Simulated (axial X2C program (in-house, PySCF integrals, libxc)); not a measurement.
**Relativistic diatomic calculation for OsNa⁻**

System: OsNa⁻, single determinant with Ω = 4.
Method: PBE0, two-component X2C with atomic mean-field Coulomb and Gaunt terms, Os dyall-acv3z, Na dyall-av3z (cores contracted) (axial X2C program (in-house, PySCF integrals, libxc)).

## Log
```
two-component X2C + atomic mean field  PBE0
basis functions 263  fitting functions 1300  grid points 5086
iter        total energy     max residual
   1     -17417.852981781     8.85e-06
   2     -17417.852981803     1.31e-05
   3     -17417.852981814     4.86e-06
   4     -17417.852981825     4.05e-06
   5     -17417.852981833     1.49e-06
   6     -17417.852981835     7.06e-07
converged
one-electron -24188.20458380  Coulomb 6998.71119496  exact exchange -88.34781604  xc functional -270.74657129  nuclear repulsion 146.14871104  atomic mean-field constant -15.41391671
```

## The points of the curve

| R (Å) | E (hartree) | dipole (D; origin at the first atom, positive when the second is positive) | highest filled (eV) | lowest empty (eV) |
| --- | --- | --- | --- | --- |
| 2.845 | −17417.851986 | −9.96 | 0.32 | 1.28 |
| 2.936 | −17417.852821 | −9.77 | 0.29 | 1.29 |
| 3.027 | −17417.852982 | −9.61 | 0.26 | 1.29 |
| 3.133 | −17417.852640 | −9.44 | 0.21 | 1.30 |
| 3.239 | −17417.851855 | −9.30 | 0.17 | 1.31 |

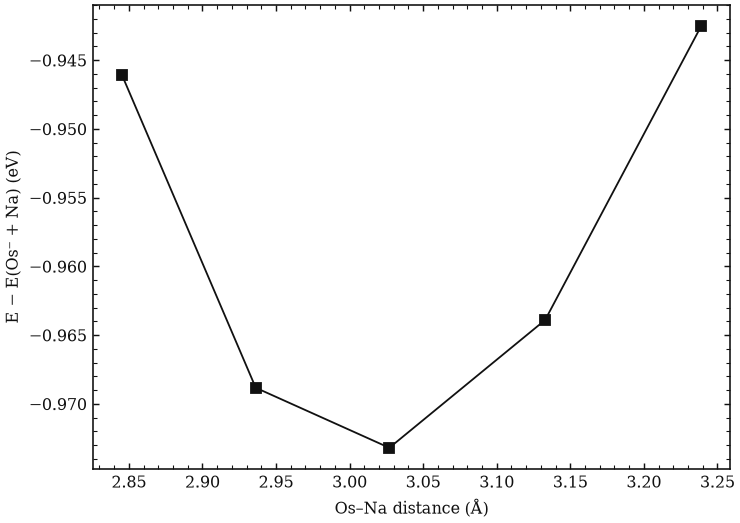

*Energy at 5 bond lengths, for one set of occupations held fixed; the line joins the points.*

A polynomial of degree 3 through 5 points gives rₑ = 3.012 Å, ωₑ = 145.5 cm⁻¹ and Bₑ = 0.09049 cm⁻¹. The minimum lies 0.97 eV below Os⁻ + Na, each computed as one determinant at the same level.

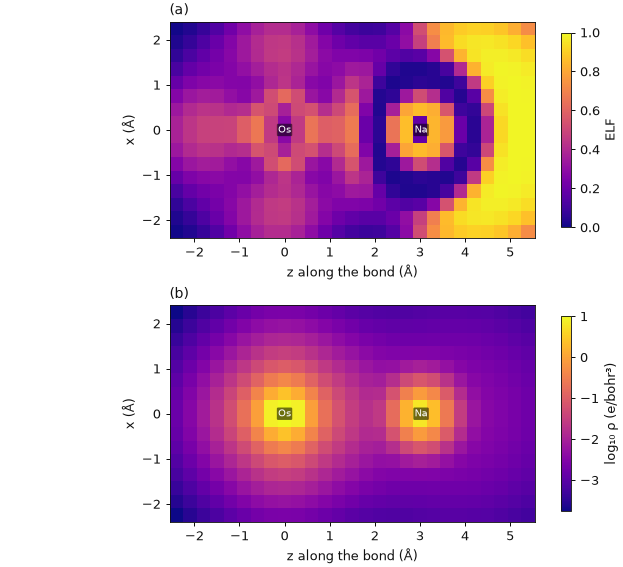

*(a) electron localisation function; (b) electron density on a logarithmic scale, in a plane that holds the axis, at 3.03 Å, on points 0.3 Å apart (one half computed, the other mirrored); the structure near the nuclei is finer than these points.*

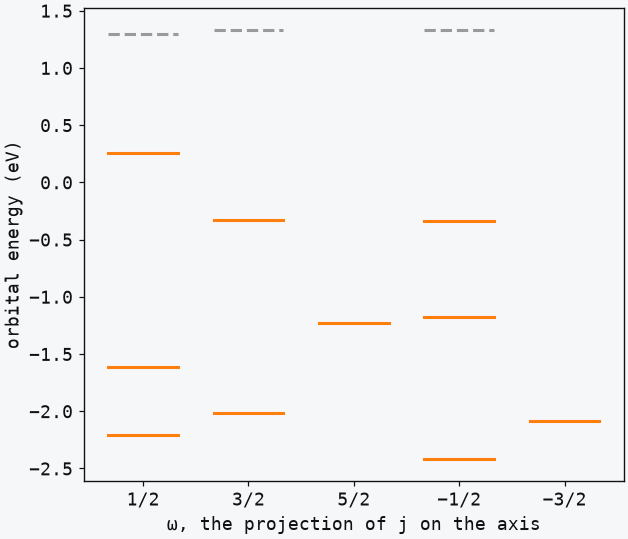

*Orbital energies near the frontier at 3.03 Å, filled (solid) and empty (dashed).*

The highest filled spinor (1/2; 46 % Na s, 29 % Na p) lies at 0.26 eV, the lowest empty one (1/2; 70 % Na p, 25 % Na s) at 1.29 eV. A filled level above zero is held only by the finite basis .

## Input file
```
{"zs": [76, 11], "q": -1, "bas": ["dyall-acv3z", "dyall-av3z"], "levels": ["PBE0", "HF", "BLYP"], "cc": true, "r0": 2.84, "thr": -1.0, "nmax": 90, "npts": 10, "nst": 2, "ntry": 6}
```

The line is the task of a batch: nuclear charges, charge, bases, the levels to run, a first guess of the distance and further settings. This report covers PBE0 with spin-orbit coupling. The log is that of the reference distance 3.027 Å, started from orbitals converged before.

Launched within a batch (the task file carries these settings):
```bash
python <driver script> task.json out
```

## Key numbers

| quantity | value |
| --- | --- |
| outcome | converged; a filled level lies above zero |
| bond length rₑ | 3.012 Å |
| ωₑ | 145.5 cm⁻¹ |
| energy at the minimum | −17417.85300 hartree |
| depth below the fragments | 0.97 eV |
| hardware | 1 thread of Arm Neoverse N1, 24 GiB of memory available, shared host |
| wall time | 15 s |

## Remarks

The highest filled level (PBE0, up to 0.32 eV) lies above zero. That is common for anions, where the functional's self-interaction leaves the outer electrons unbound; only the finite basis holds them, so such levels depend on it. To bear in mind: 5 of the 10 points asked for were kept.
